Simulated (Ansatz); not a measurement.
```tsv
atom	x (Å)	y (Å)	z (Å)
O	-1.6284	0.7768	-0.1305
C	-0.4230	0.1939	-0.0645
C	0.3519	-0.0212	1.0318
Ga	1.2151	-0.6782	-0.5023
H	-1.9177	0.7803	-1.0470
H	0.2064	0.2096	2.0839
H	2.2569	-1.3292	-1.4172
```

Geometry: PBE0-D4/def2-TZVP.

Method: Ansatz 0.2.0, RKS PBE0-D4/def2-TZVPP.

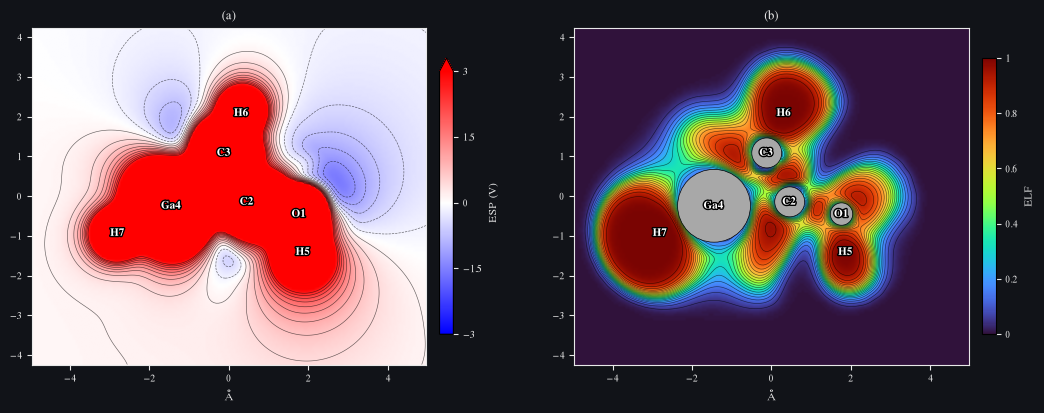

C2H3GaO (SMILES O[C]1=[CH][GaH]1). (a) molecular electrostatic potential; (b) electron localisation function on the molecular plane. Grey discs cover the atomic cores in the ELF map.

**Describe what can be read from this map.**

Atoms in the plane: O, C, Ga and H. C–O (1.34 Å): the ELF peaks at about 0.90 between the atoms; a shared but strongly polarised pair. C–C (1.36 Å): the ELF peaks at about 0.90 between the atoms: a covalent bond. C–Ga (1.88 Å): the ELF peaks at about 0.70 in the valence shell of C, 0.7 Å from its nucleus, and is about 0.30 at the midpoint. O–H (0.96 Å): the ELF climbs to about 1 towards the hydrogen, as it does in any bond to H; an ordinary covalent bond to hydrogen. C–H (1.09 Å): the ELF climbs to about 1 towards the hydrogen; a covalent bond by its length. The ELF also peaks beside O1, away from the bonds: lone-pair regions. Outside the dense part of the molecule the potential is most negative (−1.5 V) near O1.
